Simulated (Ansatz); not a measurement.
# Geometry relaxation, with input and output: CH₆BClOSi (part 1 of 2)

The run: geometry relaxation of CH₆BClOSi, SMILES CB(Cl)[SiH2]O. Method and program: RKS PBE-D4/def2-SVP (Ansatz 0.2.0).

The geometry: force-field start. Figures and captions count atoms from 1; the log counts them from 0 in places.

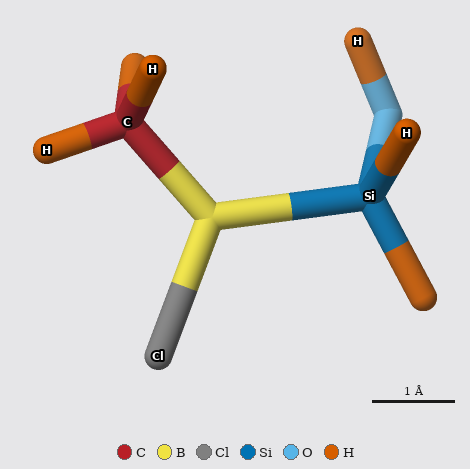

Figure 1. The input geometry (stick view, seen at a tilt). Bond lengths as drawn: B–C 1.55 Å, B–Cl 1.81 Å, B–Si 1.97 Å, C–H 1.05 to 1.18 Å, H–O 1.01 Å, H–Si 1.40 to 1.50 Å and O–Si 1.76 Å.

**The input**
```yaml
crystal:
  periodic: [false, false, false]
  atoms:
    - {symbol: C, position_ang: [-1.068400, -0.902200, 0.832400]}
    - {symbol: B, position_ang: [0.409500, -0.488300, 0.618100]}
    - {symbol: Cl, position_ang: [1.691600, -1.411400, 1.511200]}
    - {symbol: Si, position_ang: [0.985400, 0.963200, -0.590000]}
    - {symbol: O, position_ang: [0.366300, 0.582200, -2.189800]}
    - {symbol: H, position_ang: [-1.664000, 0.041100, 1.210300]}
    - {symbol: H, position_ang: [-1.528700, -1.159100, -0.148100]}
    - {symbol: H, position_ang: [-1.172900, -1.677900, 1.535200]}
    - {symbol: H, position_ang: [2.378400, 1.114500, -0.552900]}
    - {symbol: H, position_ang: [0.299700, 2.209000, -0.104500]}
    - {symbol: H, position_ang: [-0.631500, 0.671800, -2.101400]}
basis:
  gaussian: {orbitals: def2-SVP}
hamiltonian: {xc: pbe, dispersion: d4}
relax: {f_tol: 0.03, max_steps: 200}
```

Launched with:
```bash
ansatz run in.yaml --threads 4 --pin off --events-out ev --progress --plain --max-ram 10444MiB
```

**The program's output**
```
Functional definition: PBE
  name "PBE"
  cite "Perdew, Burke & Ernzerhof, Phys. Rev. Lett. 77, 3865 (1996) doi:10.1103/PhysRevLett.77.3865"
  parent pbe
  parameter kappa = 0.804
  parameter beta = 0.06672455060314922
  exchange = pbe_x(kappa = kappa, mu = beta*pi^2/3)
  correlation = pbe_c(beta = beta)
1194 factors; their error is unknown
mean field evaluation 1: about -24224.8240 eV, gradient 7.2e1 eV
mean field evaluation 2: about -24170.8877 eV, gradient 1.6e2 eV
mean field evaluation 4: about -24236.0949 eV, gradient 1.1e1 eV
mean field evaluation 8: about -24236.3882 eV, gradient 1.2e-1 eV
mean field evaluation 16: about -24236.3265 eV, gradient 4.1e-4 eV
mean field -24236.32647476 eV, -890.6685699752 hartree, gradient 3.0e-5 eV, S^2 0.000000; 0 other end points of the search recorded, 0 dependent functions left out
the calculation of the forces begins
reference -24236.32651001 eV, -890.6685712707 hartree; 28, 28 occupied and 80, 80 virtual orbitals, 1194 factors
relax step   1: F+E_penalty+E_count = -24236.57256629 eV  Δ(F+E_penalty+E_count) = +0.000e0 eV  max|allowed force component| = 2.727e0 eV/Å  Δτ_max = 0.0000 Å  (29 SCF iters, accepted)
these checks for a lower state are left out or cut short: starts, cluster_reference, orbital_swaps, neighbouring_geometries, increment
1194 factors; their error is unknown
mean field -24236.65127623 eV, -890.6805062091 hartree, gradient 7.8e-6 eV, S^2 0.000000; 0 other end points of the search recorded, 0 dependent functions left out
[... from here on the field's lines of each further geometry are left out, up to the last ...]
relax step   2: F+E_penalty+E_count = -24236.89345157 eV  Δ(F+E_penalty+E_count) = -3.209e-1 eV  max|allowed force component| = 8.717e-1 eV/Å  Δτ_max = 0.1319 Å  (30 SCF iters, accepted)
relax step   3: F+E_penalty+E_count = -24236.94450027 eV  Δ(F+E_penalty+E_count) = -5.105e-2 eV  max|allowed force component| = 5.358e-1 eV/Å  Δτ_max = 0.0899 Å  (29 SCF iters, accepted)
relax step   4: F+E_penalty+E_count = -24236.96303916 eV  Δ(F+E_penalty+E_count) = -1.854e-2 eV  max|allowed force component| = 3.685e-1 eV/Å  Δτ_max = 0.1079 Å  (29 SCF iters, accepted)
relax step   5: F+E_penalty+E_count = -24236.97233894 eV  Δ(F+E_penalty+E_count) = -9.300e-3 eV  max|allowed force component| = 2.143e-1 eV/Å  Δτ_max = 0.0364 Å  (30 SCF iters, accepted)
relax step   6: F+E_penalty+E_count = -24236.99052255 eV  Δ(F+E_penalty+E_count) = -1.818e-2 eV  max|allowed force component| = 6.222e-2 eV/Å  Δτ_max = 0.2000 Å  (29 SCF iters, accepted)
relax step   7: F+E_penalty+E_count = -24236.99871936 eV  Δ(F+E_penalty+E_count) = -8.197e-3 eV  max|allowed force component| = 2.027e-1 eV/Å  Δτ_max = 0.1950 Å  (29 SCF iters, accepted)
relax step   8: F+E_penalty+E_count = -24237.00402731 eV  Δ(F+E_penalty+E_count) = -5.308e-3 eV  max|allowed force component| = 1.812e-1 eV/Å  Δτ_max = 0.1985 Å  (29 SCF iters, accepted)
relax step   9: F+E_penalty+E_count = -24237.01185075 eV  Δ(F+E_penalty+E_count) = -7.823e-3 eV  max|allowed force component| = 1.065e-1 eV/Å  Δτ_max = 0.0578 Å  (29 SCF iters, accepted)
relax step  10: F+E_penalty+E_count = -24237.01564532 eV  Δ(F+E_penalty+E_count) = -3.795e-3 eV  max|allowed force component| = 4.916e-1 eV/Å  Δτ_max = 0.1630 Å  (28 SCF iters, accepted)
relax step  11: F+E_penalty+E_count = -24237.01650731 eV  Δ(F+E_penalty+E_count) = -8.620e-4 eV  max|allowed force component| = 5.553e-1 eV/Å  Δτ_max = 0.1167 Å  (28 SCF iters, accepted)
relax step  12: F+E_penalty+E_count = -24237.02628496 eV  Δ(F+E_penalty+E_count) = -9.778e-3 eV  max|allowed force component| = 6.621e-2 eV/Å  Δτ_max = 0.0579 Å  (29 SCF iters, accepted)
relax step  13: F+E_penalty+E_count = -24237.02748234 eV  Δ(F+E_penalty+E_count) = -1.197e-3 eV  max|allowed force component| = 4.067e-2 eV/Å  Δτ_max = 0.0539 Å  (28 SCF iters, accepted)
relax step  14: F+E_penalty+E_count = -24237.02816649 eV  Δ(F+E_penalty+E_count) = -6.841e-4 eV  max|allowed force component| = 5.037e-2 eV/Å  Δτ_max = 0.0402 Å  (29 SCF iters, accepted)
relax step  15: F+E_penalty+E_count = -24237.02862671 eV  Δ(F+E_penalty+E_count) = -4.602e-4 eV  max|allowed force component| = 5.024e-2 eV/Å  Δτ_max = 0.0443 Å  (29 SCF iters, accepted)
the calculation of the forces begins
reference -24236.78699686 eV, -890.6854938504 hartree; 28, 28 occupied and 80, 80 virtual orbitals, 1194 factors
relax step  16: F+E_penalty+E_count = -24237.02881390 eV  Δ(F+E_penalty+E_count) = -1.872e-4 eV  max|allowed force component| = 2.099e-2 eV/Å  Δτ_max = 0.0287 Å  (29 SCF iters, accepted)
1194 factors; their error is unknown
mean field evaluation 128: about -24183.5473 eV, gradient 1.5e2 eV
```

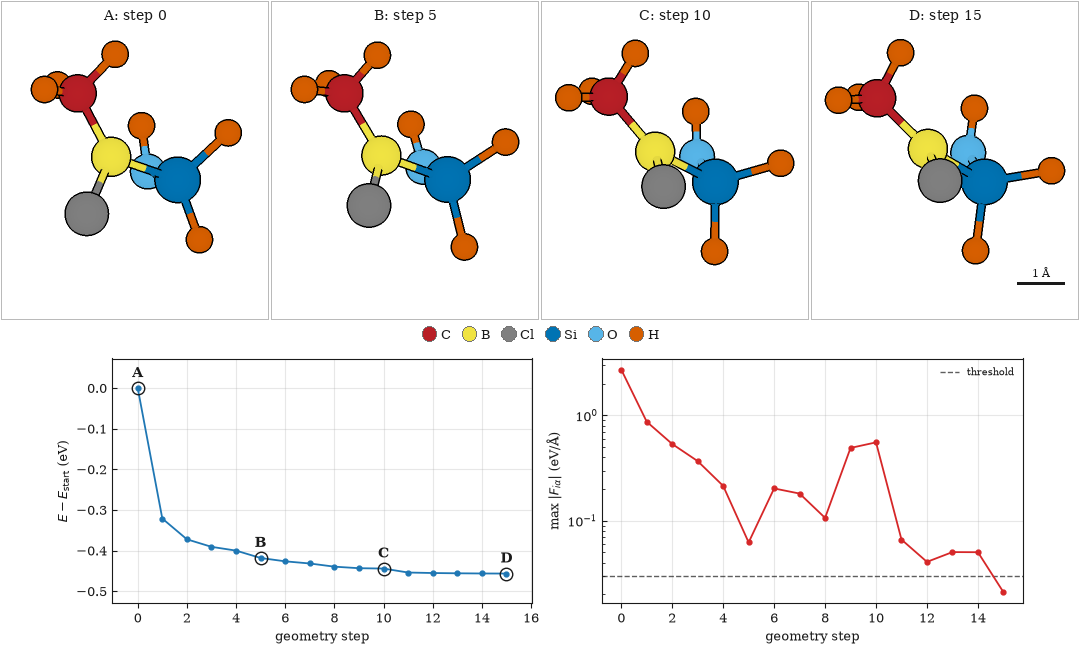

Figure 2. Frames of the relaxation (ball-and-stick view, seen at a tilt) above the curves, on which the letters mark them (the first geometry is step 0 here and step 1 in the log).

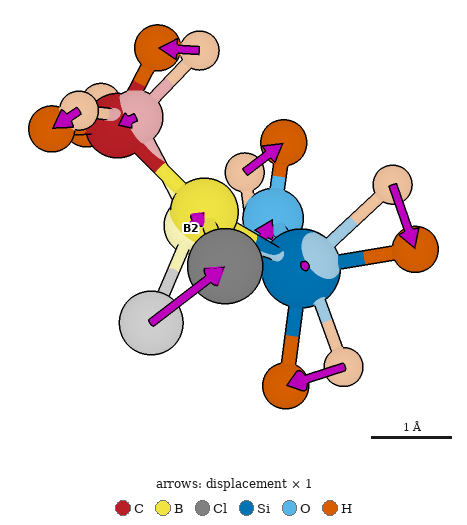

Figure 3. Start (faint) and end (solid) with the displacements as pink arrows, at true length (ball-and-stick view, seen at a tilt). The two geometries are laid on each other by the best rigid fit. The largest move after the best rigid fit is that of Cl3, 1.29 Å. By element the largest moves are Cl 1.29 Å, H 0.91 Å, O 0.46 Å, B 0.26 Å, C 0.26 Å, Si 0.11 Å. Among the contacts that change: Si4–H9 1.402 → 1.505 Å, Si4–O5 1.757 → 1.696 Å, C1–H6 1.178 → 1.118 Å, C1–H8 1.052 → 1.109 Å. Among the angles that change: Si4–O5–H11 104.5° → 114.4°, O5–Si4–H9 113.4° → 104.8°, B2–Si4–O5 107.2° → 113.1°. Over 15 geometry steps the energy falls by 0.456 eV. The largest force component goes from 2.7 to 0.021 eV/Å. (Atoms are counted from 1 in the order of the input.)

```
mean field -24236.78696076 eV, -890.6854925238 hartree, gradient 1.5e-5 eV, S^2 0.000000; 1 other end points of the search recorded, 0 dependent functions left out
the calculation of the forces begins
reference -24236.78699686 eV, -890.6854938504 hartree; 28, 28 occupied and 80, 80 virtual orbitals, 1194 factors
Total energy: -24237.02885000 eV, -890.6943817893 hartree
Atom 0 at    -1.026206    -1.147895     0.718843 Å, force    -0.008342     0.011329     0.000901 eV/Å
Atom 1 at     0.305234    -0.332509     0.790529 Å, force     0.002959    -0.016563     0.009579 eV/Å
Atom 2 at     1.318906    -0.433211     2.247206 Å, force    -0.011132     0.003924    -0.014787 eV/Å
Atom 3 at     0.994925     0.905648    -0.663802 Å, force     0.013872     0.010656    -0.010576 eV/Å
Atom 4 at     0.029098     0.898866    -2.058284 Å, force    -0.018704     0.005527     0.005739 eV/Å
Atom 5 at    -1.824153    -0.477161     1.122719 Å, force     0.009455    -0.009829    -0.005969 eV/Å
Atom 6 at    -1.327411    -1.384953    -0.322379 Å, force     0.006241     0.003364     0.011416 eV/Å
Atom 7 at    -1.039291    -2.062708     1.344754 Å, force     0.000222     0.003943    -0.002895 eV/Å
Atom 8 at     2.346547     0.436885    -1.131008 Å, force    -0.012539     0.000577     0.006741 eV/Å
Atom 9 at     1.161776     2.305277    -0.105198 Å, force    -0.003027    -0.006022    -0.001565 eV/Å
Atom 10 at    -0.874025     1.234660    -1.922880 Å, force     0.020995    -0.006906     0.001415 eV/Å
Dipole moment:    -0.453338    -0.012590     0.120314 e Å
```

**Trajectory as extended XYZ (Å, eV, eV/Å), 16 frames, from step=1 to step=16**
```
11
Properties=species:S:1:pos:R:3:forces:R:3 step=1 energy=-24236.57257
C    -1.0684   -0.9022    0.8324   -0.6829   2.7267  -0.6841
B     0.4095   -0.4883    0.6181    0.5598  -0.8389   0.6807
Cl    1.6916   -1.4114    1.5112   -0.4564   0.3598  -0.2841
Si    0.9854    0.9632   -0.5900   -2.3537  -0.2252  -0.9902
O     0.3663    0.5822   -2.1898   -0.7249   0.4548   1.1469
H    -1.6640    0.0411    1.2103    0.7999  -1.3152  -0.5417
H    -1.5287   -1.1591   -0.1481   -0.0702  -0.0557   0.0923
H    -1.1729   -1.6779    1.5352   -0.4490  -1.5954   1.2648
H     2.3784    1.1145   -0.5529    2.0628   0.3202  -0.3868
H     0.2997    2.2090   -0.1045    0.0419   0.3387   0.0169
H    -0.6315    0.6718   -2.1014    1.2727  -0.1698  -0.3144
11
Properties=species:S:1:pos:R:3:forces:R:3 step=2 energy=-24236.89345
C    -1.0959   -0.9366    0.8705   -0.2190   0.8713  -0.2276
B     0.3901   -0.5249    0.6309    0.3699  -0.3693   0.5867
Cl    1.6688   -1.3995    1.5475   -0.3006   0.2481  -0.2664
Si    0.9661    0.9747   -0.5843   -0.6900   0.0597  -0.8700
O     0.4147    0.6382   -2.1991   -0.3573   0.1976   0.8717
H    -1.6565   -0.0292    1.2503    0.2574  -0.4152  -0.1463
H    -1.5854   -1.1688   -0.1015   -0.0377  -0.0748   0.0255
H    -1.2329   -1.7574    1.5770   -0.1204  -0.4189   0.2527
H     2.4184    1.1685   -0.6664    0.5883   0.0015  -0.0803
H     0.3481    2.2848   -0.1327    0.0095  -0.0036   0.0971
H    -0.5700    0.6932   -2.1717    0.4999  -0.0962  -0.2430
11
Properties=species:S:1:pos:R:3:forces:R:3 step=3 energy=-24236.94450
C    -1.1021   -0.9248    0.8688    0.0526  -0.1776   0.0765
B     0.3910   -0.4771    0.7012    0.1951  -0.3607  -0.1364
Cl    1.6770   -1.3793    1.5452   -0.1794   0.1661  -0.0163
Si    0.9576    1.0001   -0.5863    0.0679  -0.0084  -0.2540
O     0.4033    0.6145   -2.1680   -0.0038   0.1673   0.5358
H    -1.6720   -0.0701    1.2855   -0.1297   0.1237   0.1031
H    -1.5689   -1.1072   -0.1273    0.0677  -0.0068   0.0434
H    -1.2671   -1.8160    1.5180    0.0568   0.1860  -0.1509
H     2.4519    1.1509   -0.7337   -0.1597  -0.0193   0.0527
H     0.3656    2.3176   -0.1071    0.0644  -0.0065  -0.0731
H    -0.5709    0.6344   -2.1758   -0.0320  -0.0638  -0.1807
11
Properties=species:S:1:pos:R:3:forces:R:3 step=4 energy=-24236.96304
C    -1.0972   -0.9369    0.8550    0.0876  -0.3685  -0.0738
B     0.4013   -0.5126    0.6713    0.0822   0.0527   0.2106
Cl    1.6677   -1.3174    1.6331   -0.1655   0.0994  -0.1305
Si    0.9556    0.9931   -0.5949    0.2149  -0.1168  -0.1416
O     0.3699    0.6485   -2.1620    0.0092   0.1098   0.2361
H    -1.6610   -0.0780    1.2721   -0.0665   0.1342   0.0853
H    -1.5665   -1.1274   -0.1376    0.0095   0.0126   0.0322
H    -1.2658   -1.8252    1.5063    0.0483   0.1786  -0.1122
H     2.4529    1.1139   -0.7536   -0.1731  -0.0044   0.0239
H     0.4113    2.3239   -0.0979    0.0310  -0.0514   0.0077
H    -0.6027    0.6610   -2.1711   -0.0775  -0.0461  -0.1378
```
